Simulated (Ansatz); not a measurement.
**CH₈Si₂: density, localisation and related maps**

Input

```
crystal:
  periodic: [false, false, false]
  atoms:
    - { symbol: Si, position_ang: [-0.2128, 0.3486, -0.3878] }
    - { symbol: H, position_ang: [0.6423, -0.0415, -2.0064] }
    - { symbol: C, position_ang: [1.6272, 0.8318, -0.3568] }
    - { symbol: H, position_ang: [1.4277, 0.48, -1.691] }
    - { symbol: H, position_ang: [-0.9842, 1.4907, -0.8913] }
    - { symbol: Si, position_ang: [-1.4653, -0.9654, 1.0352] }
    - { symbol: H, position_ang: [1.9364, 1.7626, 0.12] }
    - { symbol: H, position_ang: [2.2666, 0.0384, 0.031] }
    - { symbol: H, position_ang: [-0.7299, -1.2526, 2.2764] }
    - { symbol: H, position_ang: [-1.7425, -2.2628, 0.4059] }
    - { symbol: H, position_ang: [-2.7656, -0.4297, 1.4648] }
basis:
  gaussian: { orbitals: def2-SVP }
hamiltonian:
  xc: r2scan
relax:
  f_tol: 0.15
  max_steps: 25
  restrain:
    - { distance: [3, 1], at: 1.92, k: 30.0 }
    - { distance: [0, 1], at: 1.42, k: 30.0 }
    - { distance: [3, 2], at: 1.07, k: 30.0 }
output:
  orbitals: {}
```

Run with:

```sh
ansatz run input.yaml --threads 2 --pin off --max-ram 3072MiB --backend cpu --events-out ev --progress --plain --runs-dir out
```

The fields are those of the run's last geometry, not of the input's.

Not at a stationary point (largest force 1.6 eV/Å).

All numbers below come from Ansatz 0.2.0, RKS r2SCAN/def2-SVP.

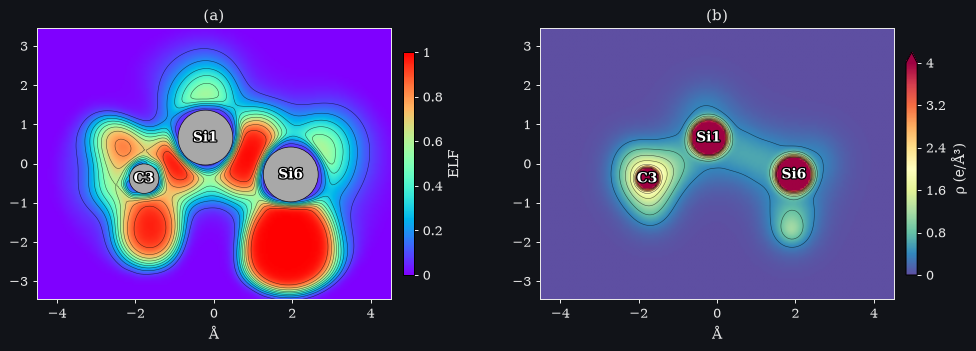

Figure 1. (a) ELF; (b) total electron density on the plane of atoms C3, Si1 and Si6. Grey discs cover the atomic cores in the ELF map.

Read the bonding off the picture.

Answer. The plane passes through Si and C nuclei. C–Si (1.88 Å): ρ at the midpoint is about 0.9 e/Å³; the ELF peaks at about 0.95 between the atoms: a shared electron pair. Si–Si (2.37 Å): ρ at the midpoint is about 0.61 e/Å³; the ELF peaks at about 1 between the atoms: localised, covalent bonding.

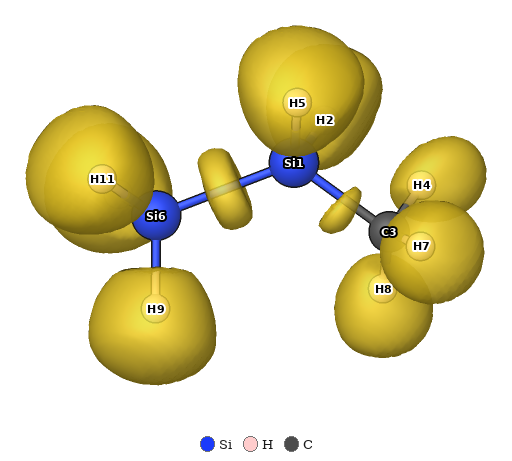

Figure 2. Isosurface of the electron localisation function at 0.9 (yellow), seen at a tilt. Only the valence region is drawn (cores and ρ < 0.01 e/Å³ removed).

What do the ELF domains correspond to?

Answer. The surface consists of one region between bonded C–Si atoms (shared pairs), one region between bonded Si–Si atoms (shared pairs) and eight regions around hydrogen nuclei.

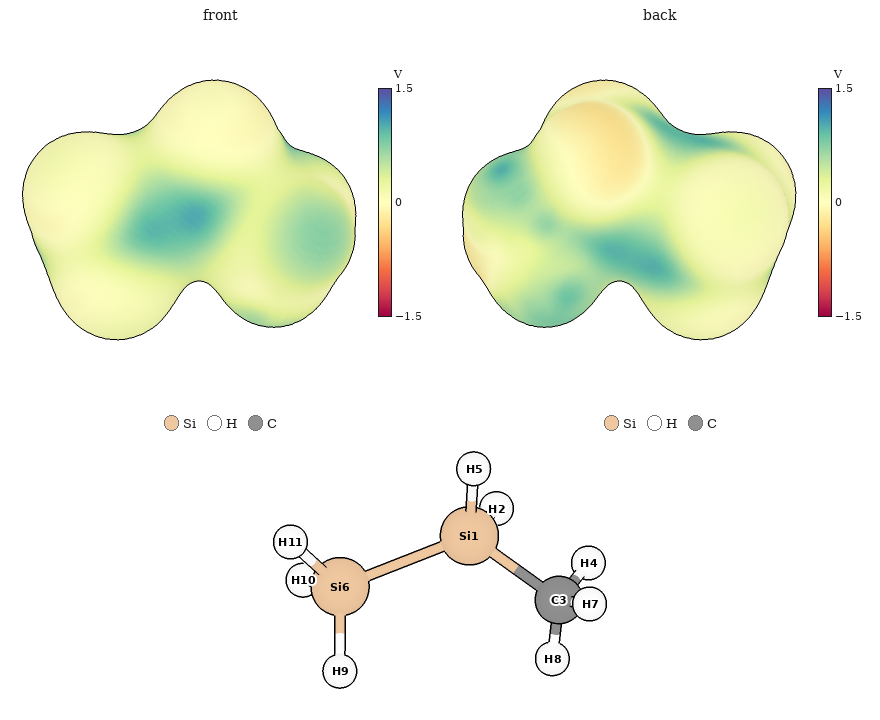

Figure 3. The molecular electrostatic potential painted on the density surface at 0.002 e/bohr³, seen from the front and from behind; red is negative and blue positive. The bare structure is drawn below in the same view.

Where is the surface potential most negative and most positive?

Answer. The most negative region (about −0.3 V) lies over H2, the most positive (about +1.0 V) over Si1, H4 and Si6.

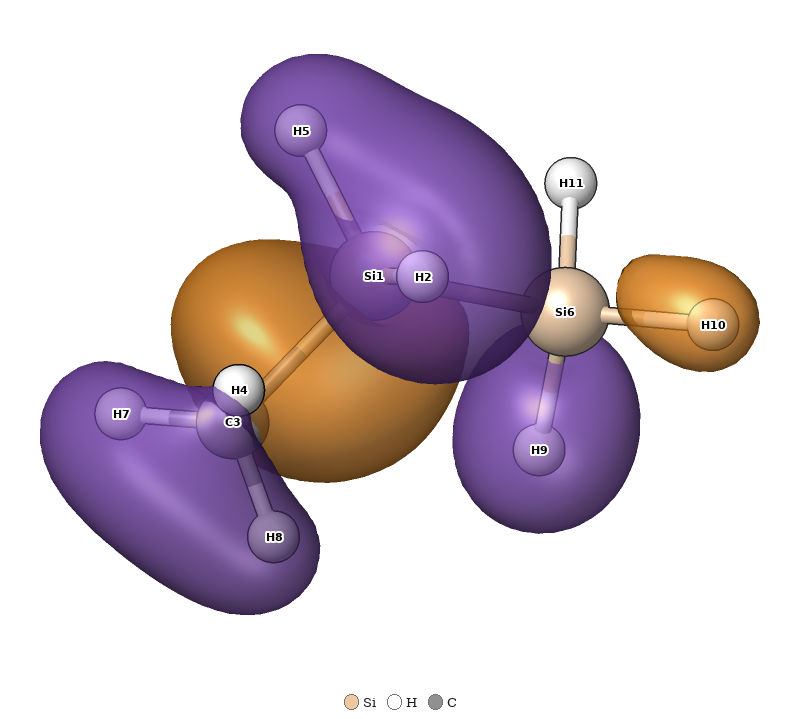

Figure 4. The HOMO−1 at ±0.08 Å⁻³ᐟ² (orange and purple are the two phases), seen at an oblique angle.

What is the character of this orbital?

Answer. By Hirshfeld shares it lies mainly on C3 (about 30 %), Si1 (about 30 %) and H2 (about 15 %). Its energy is −7.86 eV.
